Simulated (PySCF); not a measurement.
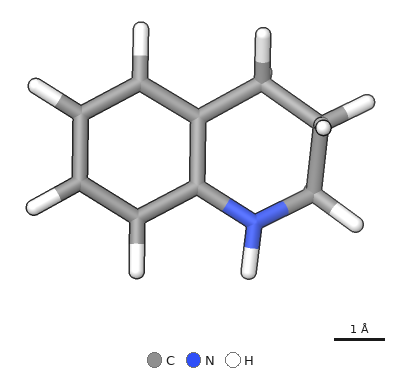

Starting structure of C$_{9}$H$_{11}$N. A stick model, seen at a tilt.

The start comes from GFN2-xTB.

The calculation used PBE0-D3(BJ)/def2-SVP geometry optimisation, gas phase (PySCF 2.14.0, density-fitted response routines).

```xyz
21

C     2.6740   -0.7103   -0.3776
C     2.7217    0.6704   -0.2845
C     1.5606    1.3922   -0.0991
C     0.3259    0.7479   -0.0010
C     0.2759   -0.6493   -0.0961
C     1.4528   -1.3550   -0.2827
C    -1.0468   -1.3660   -0.0187
C    -2.0924   -0.5095    0.6883
C    -2.1109    0.8809    0.0626
N    -0.8132    1.4823    0.2496
H     3.5793   -1.2800   -0.5221
H     3.6667    1.1880   -0.3600
H     1.5951    2.4709   -0.0281
H     1.4071   -2.4327   -0.3585
H    -1.3888   -1.5985   -1.0334
H    -0.9215   -2.3162    0.5053
H    -3.0798   -0.9673    0.6128
H    -1.8339   -0.4139    1.7444
H    -2.3782    0.8018   -1.0040
H    -2.8561    1.5130    0.5545
H    -0.7466    2.4682    0.0480
```

Question: Where does the relaxation end?

Answer: The largest move after the best rigid fit is that of H19, 0.066 Å. By element the largest moves are H 0.066 Å, N 0.029 Å, C 0.028 Å. Among the contacts that change: C1–H11 1.079 → 1.092 Å, C1–C2 1.385 → 1.395 Å, C3–C4 1.396 → 1.406 Å, C7–H15 1.096 → 1.106 Å. After 4 geometry steps the energy has fallen by 1.10 kcal/mol.

Final geometry:

```xyz
21

C     2.7010   -0.7172   -0.3801
C     2.7429    0.6745   -0.2944
C     1.5739    1.4003   -0.1057
C     0.3294    0.7537   -0.0039
C     0.2790   -0.6556   -0.0962
C     1.4695   -1.3600   -0.2761
C    -1.0502   -1.3647   -0.0146
C    -2.1069   -0.5107    0.6743
C    -2.1206    0.8867    0.0765
N    -0.8187    1.4849    0.2216
H     3.6164   -1.2946   -0.5235
H     3.6964    1.2030   -0.3716
H     1.6119    2.4909   -0.0291
H     1.4218   -2.4516   -0.3386
H    -1.3947   -1.6176   -1.0342
H    -0.9290   -2.3259    0.5096
H    -3.1029   -0.9695    0.5808
H    -1.8808   -0.4307    1.7505
H    -2.4380    0.8249   -0.9866
H    -2.8598    1.5185    0.5937
H    -0.7496    2.4777    0.0472
```

After the run, drawn alike:

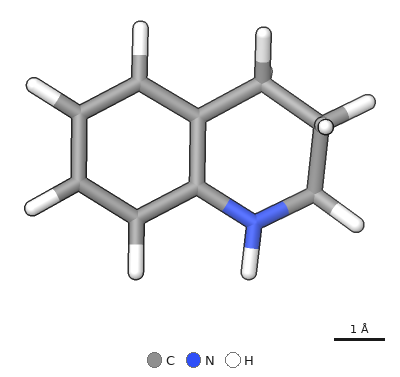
